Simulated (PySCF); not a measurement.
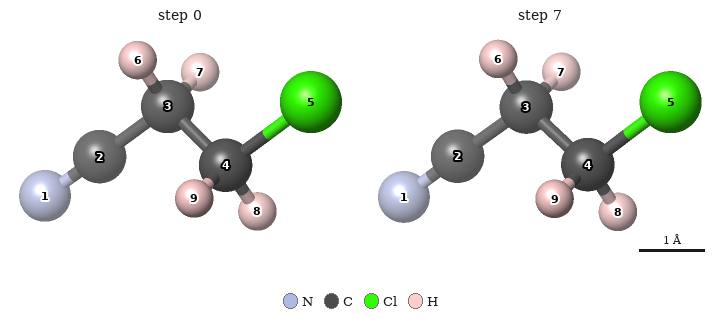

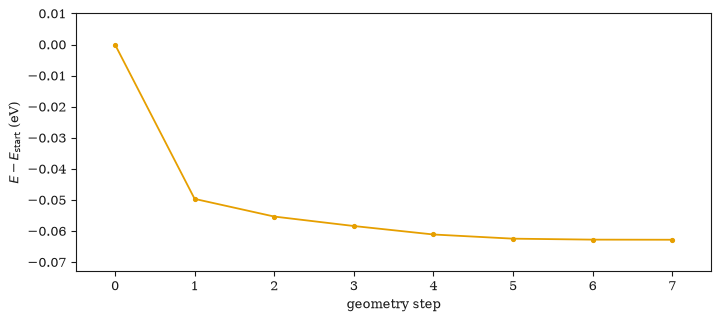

First and last geometry of a relaxation of C3H4ClN, with the history of the run. The picture is a ball-and-stick view, seen at a tilt.

The start comes from GFN2-xTB. Its atoms were then displaced at random by about 0.01 Å.

Theory: PBE0-D3(BJ)/def2-SVP geometry optimisation, gas phase in PySCF 2.14.0, density-fitted response routines. 

**Read the history and describe the run.**

It converged. C4 moves most after the best rigid fit: 0.038 Å. By element the largest moves are C 0.038 Å, N 0.027 Å, H 0.021 Å, Cl 0.005 Å. Some distances before and after: C4–Cl5 1.820 → 1.779 Å, C3–C4 1.495 → 1.524 Å, C3–H7 1.078 → 1.101 Å, C2–C3 1.452 → 1.458 Å. Bond angles that change, for instance: C4–C3–H7 113.1° → 110.0°, C3–C4–H9 114.0° → 111.1°, C2–C3–C4 108.9° → 111.6°. The energy falls by 0.063 eV in 7 geometry steps. The run took 57 s on 1 thread of Intel(R) Xeon(R) Processor @ 2.50GHz, on a shared host.

```tsv
step	E − E(0), eV
0	0.0000
1	-0.0497
2	-0.0553
3	-0.0584
4	-0.0611
5	-0.0624
6	-0.0628
7	-0.0628
```
